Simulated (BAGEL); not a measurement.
**SnH2F2 (SMILES [F][SnH2][F]): a chain of runs**

We compute a series of 15 runs (B3LYP/ANO-RCC-VDZP, RI-MP2/ANO-RCC-VDZP) of F2H2Sn. 

The calculation is run with BAGEL 1.2.2.

2 further runs of the same task are left out: 2 set aside as unsound or not needed.

### 1 Starting point

The species is SnH2F2 (5 atoms), meant as a singlet with charge 0. As SMILES, `[F][SnH2][F]`. One bond was lengthened or shortened from a relaxed shape.

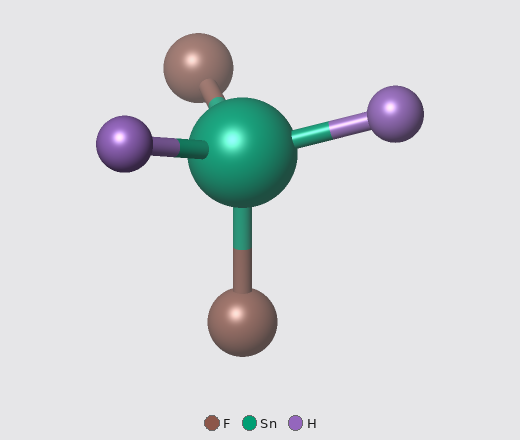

Viewed from a chosen angle; fluorine brown, tin teal, hydrogen purple.

### 2 The energy at B3LYP/ANO-RCC-VDZP (DKH2, density fitting with AutoAux) (run 1)

The input, dft.json:

```json
{ "bagel": [

{
  "title": "molecule",
  "basis": "ano-rcc-vdzp.json",
  "df_basis": "ano-rcc-vdzp-autoaux.json",
  "dkh": "true",
  "geometry": [
    { "atom": "F", "xyz": [    -1.03465718,    -0.33772051,     3.11326521 ] },
    { "atom": "Sn", "xyz": [    -0.14195056,     0.19726095,    -0.34039826 ] },
    { "atom": "F", "xyz": [    -2.32663080,     2.09891881,    -1.34624089 ] },
    { "atom": "H", "xyz": [    -0.55069832,    -2.58800638,    -1.85765936 ] },
    { "atom": "H", "xyz": [     2.60627815,     1.83244097,    -0.35702785 ] }
  ]
},

{ "title": "ks", "xc_func": "b3lyp" },

{ "title": "print", "file": "orbitals.molden", "orbitals": "true" }

]}
```

The basis set ANO-RCC-VDZP is read from a file made from the Basis Set Exchange's data (not shown).

The run is started by

```bash
$ BAGEL_NUM_THREADS=1 BAGEL dft.json > dft.out
```

Log:

```text
* using 1 threads per process

  ===============================================================
  ===============================================================

  *** Geometry ***

  { "atom" : "F", "xyz" : [     -1.034657,     -0.337721,      3.113265 ] },
  { "atom" : "Sn", "xyz" : [     -0.141951,      0.197261,     -0.340398 ] },
  { "atom" : "F", "xyz" : [     -2.326631,      2.098919,     -1.346241 ] },
  { "atom" : "H", "xyz" : [     -0.550698,     -2.588006,     -1.857659 ] },
  { "atom" : "H", "xyz" : [      2.606278,      1.832441,     -0.357028 ] },

  Number of auxiliary basis functions:      934

  Since a DF basis is specified, we compute 2- and 3-index integrals:
    o Being stored without compression. Storage requirement is 0.049 GB

  Number of basis functions:       81
  Number of electrons      :       70

    * METHOD: MOLECULE                             1.31

  *** Kohn-Sham DFT ***

    * Removing 7265 points whose weight is below 1.00e-10
    * Grid points: 67265

  === Nuclear Repulsion ===
   325.2763484803

       - DIIS with orbital gradients will be used.

  === KS iteration (b3lyp / ano-rcc-vdzp.json) ===
      0      -6245.77842575          0.13125049           0.59
      1      -6133.73829191          0.27964911           0.51
      2      -6243.71459272          0.13264563           0.55
      3      -6229.91604767          0.33122736           0.52
      4      -6242.50021479          0.33213953           0.51
      5      -6245.02470499          0.34652651           0.53
      6      -6245.62288210          0.34981437           0.51
      7      -6216.99297670          0.40620270           0.54
      8      -6244.12453239          0.13335145           0.55
      9      -6207.52445597          0.45284042           0.54
     10      -6180.94936882          0.35430702           0.56
     11      -6221.90123740          0.37463263           0.55
     12      -6211.87566226          0.41919509           0.53
     13      -6216.02942261          0.40766534           0.52
     14      -6244.10882479          0.13358565           0.55
     15      -6227.88686023          0.33352524           0.52
[... 76 lines of this table left out ...]
     92      -6244.17244898          0.13358758           0.50
     93      -6219.00517344          0.39085849           0.49
     94      -6220.68776251          0.37876128           0.49
     95      -6220.97500363          0.37646458           0.49
     96      -6187.59513499          0.32001662           0.48
     97      -6226.08764518          0.34534715           0.50
     98      -6244.05476607          0.13253210           0.52
     99      -6226.51166210          0.33962982           0.51
    * Max iteration reached in SCF.

    * Permanent dipole moment:
           (  -30.867792,    13.286410,    25.795459) a.u.

    * METHOD: KS                                  52.51

    * METHOD: PRINT                                0.03

  ===============================================================
```

Wall time 54 s (1 thread of AMD EPYC 7R13 (Zen 3), shared host); peak memory 0.37 GiB.

No converged result was reached.

### 3 Bond 3-2 at 1.909 A: the energy at RI-MP2/ANO-RCC-VDZP (DKH2, density fitting with AutoAux) (run 2)

The input, mp2.json:

```json
{ "bagel": [

{
  "title": "molecule",
  "basis": "ano-rcc-vdzp.json",
  "df_basis": "ano-rcc-vdzp-autoaux.json",
  "angstrom": "false",
  "dkh": "true",
  "geometry": [
    { "atom": "F", "xyz": [    -0.64915683,    -0.67327918,     3.29075207 ] },
    { "atom": "Sn", "xyz": [     0.24354979,    -0.13829772,    -0.16291140 ] },
    { "atom": "F", "xyz": [    -2.32663080,     2.09891881,    -1.34624089 ] },
    { "atom": "H", "xyz": [    -0.16519797,    -2.92356505,    -1.68017250 ] },
    { "atom": "H", "xyz": [     2.99177850,     1.49688230,    -0.17954099 ] }
  ]
},

{
  "title": "hf"
},

{
  "title": "mp2",
  "ncore": 20
}

]}
```

The basis set ANO-RCC-VDZP is read from a file made from the Basis Set Exchange's data (not shown).

The run is started by

```bash
$ BAGEL_NUM_THREADS=1 BAGEL mp2.json > mp2.out
```

Log:

```text
* using 1 threads per process

  ===============================================================
  ===============================================================

  *** Geometry ***

  { "atom" : "F", "xyz" : [     -0.649157,     -0.673279,      3.290752 ] },
  { "atom" : "Sn", "xyz" : [      0.243550,     -0.138298,     -0.162911 ] },
  { "atom" : "F", "xyz" : [     -2.326631,      2.098919,     -1.346241 ] },
  { "atom" : "H", "xyz" : [     -0.165198,     -2.923565,     -1.680173 ] },
  { "atom" : "H", "xyz" : [      2.991779,      1.496882,     -0.179541 ] },

  Number of auxiliary basis functions:      934

  Since a DF basis is specified, we compute 2- and 3-index integrals:
    o Being stored without compression. Storage requirement is 0.049 GB

  Number of basis functions:       81
  Number of electrons      :       70

    * METHOD: MOLECULE                             1.30

  *** RHF ***

  === Nuclear Repulsion ===
   301.8467869702

      * DIIS with orbital gradients will be used.

  === RHF iteration (ano-rcc-vdzp.json) ===
      0      -6372.44525390          0.02545523           0.22
      1      -6372.58345519          0.02098759           0.21
      2      -6372.78064039          0.00131902           0.23
      3      -6372.78174448          0.00049339           0.24
      4      -6372.78189540          0.00009803           0.23
      5      -6372.78190962          0.00002803           0.23
      6      -6372.78191085          0.00000641           0.21
      7      -6372.78191091          0.00000166           0.22
      8      -6372.78191092          0.00000056           0.21
      9      -6372.78191092          0.00000010           0.24
     10      -6372.78191092          0.00000003           0.21
     11      -6372.78191092          0.00000001           0.22
     12      -6372.78191092          0.00000000           0.24
    * SCF iteration converged.

    * Permanent dipole moment:
           (   -1.332345,     0.654910,     0.873462) a.u.

    * METHOD: HF                                   4.08

  *** RHF ***

  === Nuclear Repulsion ===
   301.8467869702

      * DIIS with orbital gradients will be used.

  === RHF iteration (ano-rcc-vdzp.json) ===
      0      -6372.78191092          0.00000000           0.22
    * SCF iteration converged.

    * Permanent dipole moment:
           (   -1.332345,     0.654910,     0.873462) a.u.

  === DF-MP2 calculation ===

    * freezing 20 orbitals
    * 3-index integral transformation done
    * assembly done

      MP2 correlation energy:   -0.8122035219      0.09

      MP2 total energy:       -6373.5941144375

    * METHOD: MP2                                  0.93

  ===============================================================
```

It took 6.6 s on 1 thread of AMD EPYC 7R13 (Zen 3), shared host; peak memory 0.21 GiB.

Runs 3 to 10 aren't shown in full; the table further down has their settings and results.

### 4 Bond 3-2 at 3.627 A: the energy at B3LYP/ANO-RCC-VDZP (DKH2, density fitting with AutoAux) (run 11)

The input, dft.json:

```json
{ "bagel" : [

{
  "title" : "molecule",
  "basis" : "ano-rcc-vdzp.json",
  "df_basis" : "ano-rcc-vdzp-autoaux.json",
  "dkh" : true,
  "geometry" : [
    { "atom" : "F", "xyz" : [     1.66411361,    -2.68686741,     4.35579982 ] },
    { "atom" : "Sn", "xyz" : [     2.55682023,    -2.15188594,     0.90213635 ] },
    { "atom" : "F", "xyz" : [    -2.32663080,     2.09891881,    -1.34624089 ] },
    { "atom" : "H", "xyz" : [     2.14807247,    -4.93715328,    -0.61512475 ] },
    { "atom" : "H", "xyz" : [     5.30504894,    -0.51670592,     0.88550676 ] }
  ]
},

{ "title" : "ks", "xc_func" : "b3lyp" },

{ "title" : "print", "file" : "orbitals.molden", "orbitals" : true }

]}
```

The basis set ANO-RCC-VDZP is read from a file made from the Basis Set Exchange's data (not shown).

The run is started by

```bash
$ BAGEL_NUM_THREADS=1 BAGEL dft.json > dft.out
```

Log:

```text
* using 1 threads per process

  ===============================================================
  ===============================================================

  *** Geometry ***

  { "atom" : "F", "xyz" : [      1.664114,     -2.686867,      4.355800 ] },
  { "atom" : "Sn", "xyz" : [      2.556820,     -2.151886,      0.902136 ] },
  { "atom" : "F", "xyz" : [     -2.326631,      2.098919,     -1.346241 ] },
  { "atom" : "H", "xyz" : [      2.148072,     -4.937153,     -0.615125 ] },
  { "atom" : "H", "xyz" : [      5.305049,     -0.516706,      0.885507 ] },

  Number of auxiliary basis functions:      934

  Since a DF basis is specified, we compute 2- and 3-index integrals:
    o Being stored without compression. Storage requirement is 0.049 GB

  Number of basis functions:       81
  Number of electrons      :       70

    * METHOD: MOLECULE                             1.33

  *** Kohn-Sham DFT ***

    * Removing 5834 points whose weight is below 1.00e-10
    * Grid points: 68696

  === Nuclear Repulsion ===
   236.8871129782

       - DIIS with orbital gradients will be used.

  === KS iteration (b3lyp / ano-rcc-vdzp.json) ===
      0      -6231.18037711          0.08267090           0.58
      1      -6079.30134892          0.20016708           0.50
      2      -6233.66390192          0.11200043           0.55
      3      -6225.30446128          0.25920861           0.52
      4      -6235.50903090          0.34700686           0.50
      5      -6235.58669105          0.34779145           0.51
      6      -6235.07473546          0.34534525           0.52
      7      -6082.86643793          0.16284668           0.55
      8      -6233.69093997          0.11188717           0.50
      9      -6320.29732949          0.19161792           0.51
     10      -6323.39597432          0.18673635           0.51
     11      -6321.37964975          0.19260916           0.56
     12      -6321.83870116          0.19253609           0.53
     13      -6120.69537530          0.25615802           0.50
     14      -6235.66052897          0.12834675           0.55
     15      -6292.34082520          0.25654508           0.59
[... 76 lines of this table left out ...]
     92      -6234.33467176          0.11723982           0.52
     93      -6165.84987652          0.26577317           0.53
     94      -6199.58254908          0.32487631           0.52
     95      -6173.93654996          0.31839702           0.49
     96      -6173.78171674          0.31724319           0.51
     97      -6126.66766911          0.20399376           0.51
     98      -6233.48821891          0.11133204           0.50
     99      -6222.31350772          0.25023075           0.51
    * Max iteration reached in SCF.

    * Permanent dipole moment:
           (  -49.578767,    31.330966,    12.004911) a.u.

    * METHOD: KS                                  53.32

    * METHOD: PRINT                                0.04

  ===============================================================
```

It took 55 s on 1 thread of AMD EPYC 7R13 (Zen 3), shared host; peak memory 0.37 GiB.

The run stopped without converging.

Runs 12 to 14 aren't shown in full; the table further down has their settings and results.

### 5 Bond 3-2 at 5.345 A: the energy at B3LYP/ANO-RCC-VDZP (DKH2, density fitting with AutoAux) (run 15)

The input, dft.json:

```json
{ "bagel" : [

{
  "title" : "molecule",
  "basis" : "ano-rcc-vdzp.json",
  "df_basis" : "ano-rcc-vdzp-autoaux.json",
  "dkh" : true,
  "geometry" : [
    { "atom" : "F", "xyz" : [     3.97724988,    -4.70033847,     5.42078521 ] },
    { "atom" : "Sn", "xyz" : [     4.86995650,    -4.16535700,     1.96712175 ] },
    { "atom" : "F", "xyz" : [    -2.32663080,     2.09891881,    -1.34624089 ] },
    { "atom" : "H", "xyz" : [     4.46120874,    -6.95062434,     0.44986064 ] },
    { "atom" : "H", "xyz" : [     7.61818521,    -2.53017698,     1.95049216 ] }
  ]
},

{
  "title" : "ks",
  "xc_func" : "b3lyp"
},

{
  "title" : "print",
  "file" : "orbitals.molden",
  "orbitals" : true
}

]}
```

The basis set ANO-RCC-VDZP is read from a file made from the Basis Set Exchange's data (not shown).

The run is started by

```bash
$ BAGEL_NUM_THREADS=1 BAGEL dft.json > dft.out
```

Log:

```text
* using 1 threads per process

  ===============================================================
  ===============================================================

  *** Geometry ***

  { "atom" : "F", "xyz" : [      3.977250,     -4.700338,      5.420785 ] },
  { "atom" : "Sn", "xyz" : [      4.869956,     -4.165357,      1.967122 ] },
  { "atom" : "F", "xyz" : [     -2.326631,      2.098919,     -1.346241 ] },
  { "atom" : "H", "xyz" : [      4.461209,     -6.950624,      0.449861 ] },
  { "atom" : "H", "xyz" : [      7.618185,     -2.530177,      1.950492 ] },

  Number of auxiliary basis functions:      934

  Since a DF basis is specified, we compute 2- and 3-index integrals:
    o Being stored without compression. Storage requirement is 0.049 GB

  Number of basis functions:       81
  Number of electrons      :       70

    * METHOD: MOLECULE                             1.46

  *** Kohn-Sham DFT ***

    * Removing 5380 points whose weight is below 1.00e-10
    * Grid points: 69150

  === Nuclear Repulsion ===
   212.6709224384

       - DIIS with orbital gradients will be used.

  === KS iteration (b3lyp / ano-rcc-vdzp.json) ===
      0      -6228.24930923          0.08279387           0.61
      1      -6062.88086986          0.19773996           0.63
      2      -6230.91110440          0.11080724           0.56
      3      -6222.01860853          0.26350788           0.48
      4      -6226.86670909          0.33313747           0.59
      5      -6226.84835173          0.33303856           0.68
      6      -6227.44138005          0.33827609           0.63
      7      -6065.94006968          0.15531178           0.55
      8      -6230.90916544          0.11083803           0.54
      9      -6323.14089184          0.18091336           0.55
     10      -6325.00256615          0.18481580           0.63
     11      -6323.04577260          0.18612206           0.61
     12      -6321.68112264          0.18856779           0.63
     13      -6103.36188326          0.23551969           0.64
     14      -6232.45487727          0.12595994           0.57
     15      -6285.45325974          0.27498009           0.51
[... 76 lines of this table left out ...]
     92      -6349.15860009          0.05091577           0.48
     93      -6375.16526942          0.03475304           0.48
     94      -6375.35832264          0.03236291           0.48
     95      -6375.07426783          0.03116456           0.50
     96      -6375.58875005          0.02762883           0.51
     97      -6376.08148900          0.01370141           0.51
     98      -6363.74276195          0.05663499           0.51
     99      -6363.30977001          0.04639498           0.51
    * Max iteration reached in SCF.

    * Permanent dipole moment:
           (   36.611523,   -32.076032,    17.467637) a.u.

    * METHOD: KS                                  57.02

    * METHOD: PRINT                                0.04

  ===============================================================
```

It took 59 s on 1 thread of AMD EPYC 7R13 (Zen 3), shared host; peak memory 0.37 GiB.

No converged result was reached.

### 6 The series

```
run                                                     level  frozen core orbitals              partner    energy (Eh)  wall time
  1   B3LYP/ANO-RCC-VDZP (DKH2, density fitting with AutoAux)                     –  bond 3-2 at 1.623 A  not converged       54 s
  2  RI-MP2/ANO-RCC-VDZP (DKH2, density fitting with AutoAux)                    20  bond 3-2 at 1.909 A   -6373.594114      6.6 s
  3   B3LYP/ANO-RCC-VDZP (DKH2, density fitting with AutoAux)                     –  bond 3-2 at 1.909 A  not converged       56 s
  4  RI-MP2/ANO-RCC-VDZP (DKH2, density fitting with AutoAux)                    20  bond 3-2 at 2.195 A   -6373.574923      7.2 s
  5   B3LYP/ANO-RCC-VDZP (DKH2, density fitting with AutoAux)                     –  bond 3-2 at 2.195 A  not converged       54 s
  6  RI-MP2/ANO-RCC-VDZP (DKH2, density fitting with AutoAux)                    20  bond 3-2 at 2.577 A   -6373.523596      8.1 s
  7   B3LYP/ANO-RCC-VDZP (DKH2, density fitting with AutoAux)                     –  bond 3-2 at 2.577 A  not converged       59 s
  8  RI-MP2/ANO-RCC-VDZP (DKH2, density fitting with AutoAux)                    20  bond 3-2 at 3.054 A   -6373.465246      8.1 s
  9   B3LYP/ANO-RCC-VDZP (DKH2, density fitting with AutoAux)                     –  bond 3-2 at 3.054 A  not converged       56 s
 10  RI-MP2/ANO-RCC-VDZP (DKH2, density fitting with AutoAux)                    20  bond 3-2 at 3.627 A   -6373.413714      8.1 s
 11   B3LYP/ANO-RCC-VDZP (DKH2, density fitting with AutoAux)                     –  bond 3-2 at 3.627 A  not converged       55 s
 12  RI-MP2/ANO-RCC-VDZP (DKH2, density fitting with AutoAux)                    20  bond 3-2 at 4.390 A   -6373.369433      8.1 s
 13   B3LYP/ANO-RCC-VDZP (DKH2, density fitting with AutoAux)                     –  bond 3-2 at 4.390 A   -6376.302313       34 s
 14  RI-MP2/ANO-RCC-VDZP (DKH2, density fitting with AutoAux)                    20  bond 3-2 at 5.345 A   -6373.341080      9.6 s
 15   B3LYP/ANO-RCC-VDZP (DKH2, density fitting with AutoAux)                     –  bond 3-2 at 5.345 A  not converged       59 s
```

### 7 What came out

| quantity | value |
| --- | --- |
| bond 3-2 at 5.345 A, run 14: total energy | -6373.34108 Eh |
| bond 3-2 at 5.345 A, run 14: correlation energy (20 core orbitals frozen) | -826.4 mEh |

In runs 10, 12, 13, 14 a closed-shell determinant meets a far-stretched bond, which it describes badly. All runs together took 8.1 min, the longest 59 s. 7 of the 15 runs did not end normally.
